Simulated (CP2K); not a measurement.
# C4H3FO (SMILES CC#CC(=O)F) at IPEA1-xTB

Aim: the vertical ionisation energy of C4H3FO at IPEA1-xTB, from 2 runs. 

The results are computed with CP2K 2026.2.

3 further runs of the same task are left out: 2 that didn't finish, 1 set aside as unsound or not needed.

**1. The structure to begin with**

C4H3FO has 9 atoms, charge 0, and is taken as a singlet. As SMILES, `CC#CC(=O)F`. The coordinates come from a GFN2-xTB relaxation.

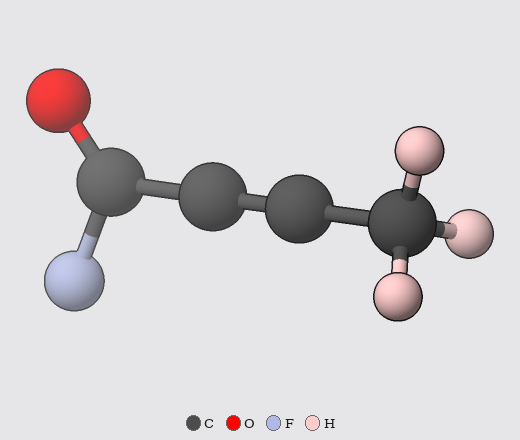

The structure, seen from a chosen angle (carbon dark grey, oxygen red, fluorine light blue, hydrogen pink).

**2. Energy and forces at IPEA1-xTB**

The input, run.inp:

```
&GLOBAL
    PROJECT_NAME run
    RUN_TYPE ENERGY_FORCE
    PRINT_LEVEL MEDIUM
&END GLOBAL

&FORCE_EVAL
    METHOD QUICKSTEP
    &DFT
        CHARGE 0
        MULTIPLICITY 1
        &QS
            METHOD XTB
            EPS_DEFAULT 1.0E-10
            &XTB
                GFN_TYPE TBLITE
                &TBLITE
                    METHOD IPEA1
                &END TBLITE
                CHECK_ATOMIC_CHARGES F
            &END XTB
        &END QS
        &POISSON
            PERIODIC NONE
            POISSON_SOLVER ANALYTIC
        &END POISSON
        &SCF
            SCF_GUESS ATOMIC
            EPS_SCF 1.0E-07
            MAX_SCF 150
            ADDED_MOS 8
            &DIAGONALIZATION
                ALGORITHM STANDARD
            &END DIAGONALIZATION
            &MIXING
                METHOD DIRECT_P_MIXING
                ALPHA 0.4
            &END MIXING
            &SMEAR ON
                METHOD FERMI_DIRAC
                ELECTRONIC_TEMPERATURE [K] 300
            &END SMEAR
        &END SCF
        &PRINT
            &MOMENTS
                PERIODIC F
                REFERENCE COM
                MAX_MOMENT 1
            &END MOMENTS
            &MO ON
                ENERGIES T
                OCCUPATION_NUMBERS T
                NDIGITS 6
                &EACH
                    QS_SCF 0
                &END EACH
                ADD_LAST NUMERIC
            &END MO
            &HIRSHFELD OFF
            &END HIRSHFELD
        &END PRINT
    &END DFT
    &SUBSYS
        &CELL
            ABC [angstrom] 13.8 16.7 16.4
            PERIODIC NONE
        &END CELL
        &COORD
            UNIT bohr
            C     -0.0719608    -2.7040280     2.1279639
            C      0.0328623    -0.5949236     0.4272482
            C      0.1263282     1.1755419    -1.0020462
            C      0.2371417     3.2569997    -2.6914235
            O      1.6958024     3.6876305    -4.3275862
            F     -1.6944418     4.9155556    -2.2251147
            H      1.7089738    -3.7342689     2.0896403
            H     -1.5964973    -3.9660438     1.5603091
            H     -0.4382086    -2.0364634     4.0410092
        &END COORD
        &TOPOLOGY
            &CENTER_COORDINATES
            &END CENTER_COORDINATES
        &END TOPOLOGY
    &END SUBSYS
    &PRINT
        &FORCES ON
        &END FORCES
    &END PRINT
&END FORCE_EVAL
```

The run is started by

```sh
$ OMP_NUM_THREADS=1 cp2k.psmp run.inp > run.out
```

Log:

```text
CP2K| version string:                                       CP2K version 2026.2
[...]
 GLOBAL| Method name                                                        CP2K
[...]
 GLOBAL| Run type                                                   ENERGY_FORCE
[...]
                             - Atoms:                                          9
[...]
                             - Spherical basis functions:                     36
[...]
 Number of electrons:                                                         32
[...]
  *** SCF run converged in    22 steps ***
[...]
  Fermi energy:                                                -0.31425349080176
[...]
 TB_DIPOLE| Moment [Debye]         -0.27249004      -3.46741053       2.86387169
 TB_DIPOLE| Derivative [a.u.]       0.00000000       0.00000000       0.00000000
[...]
 ENERGY| Total FORCE_EVAL ( QS ) energy [hartree]            -21.351695611302265
 FORCES| Atomic forces [hartree/bohr]
 FORCES|   Atom     x               y               z               |f|
 FORCES|      1 -5.67240797E-04  1.80703664E-03 -7.91133347E-04   2.05256803E-03
 FORCES|      2  8.64788248E-04  8.87258174E-03 -7.35852849E-03   1.15593472E-02
 FORCES|      3 -4.44783857E-04 -8.78366309E-04  8.76810330E-04   1.31839160E-03
 FORCES|      4 -1.78621424E-03  3.83194095E-04  1.44067943E-03   2.32657607E-03
 FORCES|      5  1.81099189E-03 -7.34184706E-04 -1.09626572E-03   2.24065110E-03
 FORCES|      6  2.41704555E-04 -2.05325130E-03  1.31674274E-03   2.45113717E-03
 FORCES|      7  1.89221909E-03 -3.00461431E-03  1.53110119E-03   3.86684252E-03
 FORCES|      8 -1.68045549E-03 -3.15332252E-03  8.38179912E-04   3.67013884E-03
 FORCES|      9 -3.31009407E-04 -1.23907332E-03  3.24241396E-03   3.48684933E-03
 FORCES| Sum     8.74951153E-17  1.61112443E-16 -5.36463235E-16
 FORCES| Total atomic force                                       5.66926289E-16
[...]
```

Run time: 1.7 s. Hardware: 1 thread of Intel Xeon Platinum 8259CL at 2.50GHz (Skylake/Cascade Lake), shared host; peak memory 0.19 GiB.

**3. The doublet cation at the same level**

The input, gas.inp:

```
&FORCE_EVAL
  METHOD Quickstep
  &DFT
    CHARGE 1
    MULTIPLICITY 2
    UKS T
    &QS
      METHOD XTB
      EPS_DEFAULT 1.0E-10
      &XTB
        GFN_TYPE TBLITE
        &TBLITE
          METHOD IPEA1
        &END
        CHECK_ATOMIC_CHARGES F
      &END
    &END
    &POISSON
      PERIODIC NONE
      POISSON_SOLVER ANALYTIC
    &END
    &SCF
      SCF_GUESS ATOMIC
      EPS_SCF 1.0E-07
      MAX_SCF 150
      ADDED_MOS 8
      &DIAGONALIZATION
        ALGORITHM STANDARD
      &END
      &MIXING
        METHOD DIRECT_P_MIXING
        ALPHA 0.4
      &END
    &END
    &PRINT
      &MOMENTS
        PERIODIC F
        REFERENCE COM
        MAX_MOMENT 1
      &END
      &MO ON
        ENERGIES T
        OCCUPATION_NUMBERS T
        NDIGITS 6
        &EACH
          QS_SCF 0
        &END
        ADD_LAST NUMERIC
      &END
      &HIRSHFELD OFF
      &END
    &END
  &END
  &SUBSYS
    &CELL
      ABC [angstrom] 13.8 16.7 16.4
      PERIODIC NONE
    &END
    &COORD
      UNIT bohr
      C     -0.0719608    -2.7040280     2.1279639
      C      0.0328623    -0.5949236     0.4272482
      C      0.1263282     1.1755419    -1.0020462
      C      0.2371417     3.2569997    -2.6914235
      O      1.6958024     3.6876305    -4.3275862
      F     -1.6944418     4.9155556    -2.2251147
      H      1.7089738    -3.7342689     2.0896403
      H     -1.5964973    -3.9660438     1.5603091
      H     -0.4382086    -2.0364634     4.0410092
    &END
    &TOPOLOGY
      &CENTER_COORDINATES
      &END
    &END
  &END
  &PRINT
    &FORCES ON
    &END
  &END
&END
&GLOBAL
  PROJECT_NAME gas
  RUN_TYPE ENERGY_FORCE
  PRINT_LEVEL MEDIUM
&END
```

The run is started by

```sh
$ OMP_NUM_THREADS=1 cp2k.psmp -i gas.inp > gas.out 2>&1
```

Log:

```text
CP2K| version string:                                       CP2K version 2026.2
[...]
 GLOBAL| Method name                                                        CP2K
[...]
 GLOBAL| Run type                                                   ENERGY_FORCE
[...]
                             - Atoms:                                          9
[...]
                             - Spherical basis functions:                     36
[...]
 Number of electrons:                                                         16
[...]
  *** SCF run converged in   103 steps ***
[...]
  Fermi energy:                                                -0.69033323202200
[...]
 TB_DIPOLE| Moment [Debye]          0.30684964      -7.29912982       5.46999015
 TB_DIPOLE| Derivative [a.u.]       0.00000000       0.00000000       0.00000000
[...]
 ENERGY| Total FORCE_EVAL ( QS ) energy [hartree]            -20.768752780731500
 FORCES| Atomic forces [hartree/bohr]
 FORCES|   Atom     x               y               z               |f|
 FORCES|      1 -1.90052988E-02  2.95651002E-02 -2.26986067E-02   4.18392552E-02
 FORCES|      2  7.68268850E-03 -6.60390541E-02  4.57156235E-02   8.06851821E-02
 FORCES|      3  7.51520872E-03  4.27764320E-02 -3.92166860E-02   5.85170912E-02
 FORCES|      4 -3.38061483E-02  3.29305146E-02  5.38705616E-03   4.75004719E-02
 FORCES|      5  4.49903303E-03 -1.31400871E-02  5.83223501E-03   1.50638027E-02
 FORCES|      6  2.05271871E-02 -1.96765041E-02 -3.39131542E-03   2.86361877E-02
 FORCES|      7  8.15808736E-03 -1.28630427E-03  2.50062809E-03   8.62914300E-03
 FORCES|      8 -1.03009987E-03 -4.76713436E-03 -1.60196162E-03   5.13351311E-03
 FORCES|      9  5.45934226E-03 -3.62962941E-04  7.47302697E-03   9.26187303E-03
 FORCES| Sum     4.94396191E-17 -8.78203760E-18 -5.34294831E-16
 FORCES| Total atomic force                                       5.36649202E-16
[...]
```

Wall time 2.1 s (1 thread of Intel Xeon Platinum 8259CL at 2.50GHz (Skylake/Cascade Lake), shared host); peak memory 0.19 GiB.

**4. Summary of results**

At IPEA1-xTB:

| quantity | value |
| --- | --- |
| singlet C4H3FO: total energy | -21.35170 Eh |
| singlet C4H3FO: dipole moment (from atomic charges alone) | 4.51 D |
| singlet C4H3FO: HOMO energy | -12.90 eV |
| singlet C4H3FO: LUMO energy | -7.67 eV |
| singlet C4H3FO: HOMO–LUMO gap | 5.23 eV |
| singlet C4H3FO: largest force on an atom | 0.594 eV/Å |
| doublet cation: total energy | -20.76875 Eh |
| doublet cation: HOMO energy (highest over α and β) | -18.87 eV |
| doublet cation: LUMO energy (lowest over α and β) | -18.70 eV |
| doublet cation: largest force on an atom | 4.149 eV/Å |
| vertical ionisation energy (to the doublet cation) | 15.863 eV |

**Reading.** Removing an electron at fixed nuclei costs 15.86 eV (1531 kJ/mol). The largest force (singlet C4H3FO) is 0.59 eV/Å: the shape isn't a stationary point for this species at this level. No empirical shift is applied, and without it xTB methods put this difference several eV too high. The dipole (singlet C4H3FO) comes from point charges on the atoms alone, without atomic dipoles, so it is partial.
